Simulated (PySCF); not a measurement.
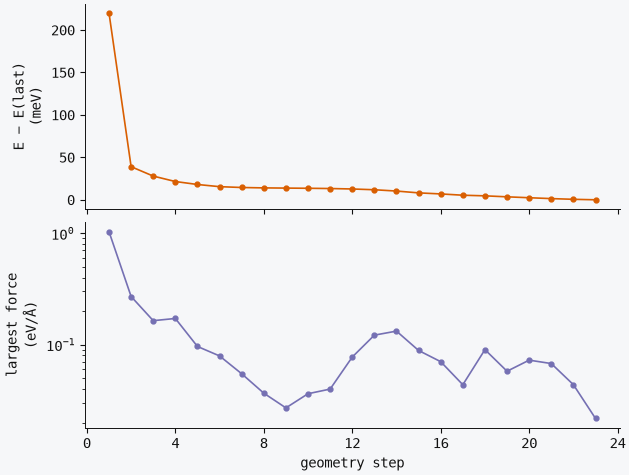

History of a geometry optimisation.

an isomer of formula C3H10AlNO; PBE0-D3(BJ)/def2-SVP, geometry optimisation in PySCF.

Question: How did the optimisation end?

Answer: The optimisation met its thresholds at geometry 23, counting the start as the first. The energy fell by about 220 meV from the first step to the last. The largest force goes from about 1 eV/Å at the start to 0.022 eV/Å at the end.
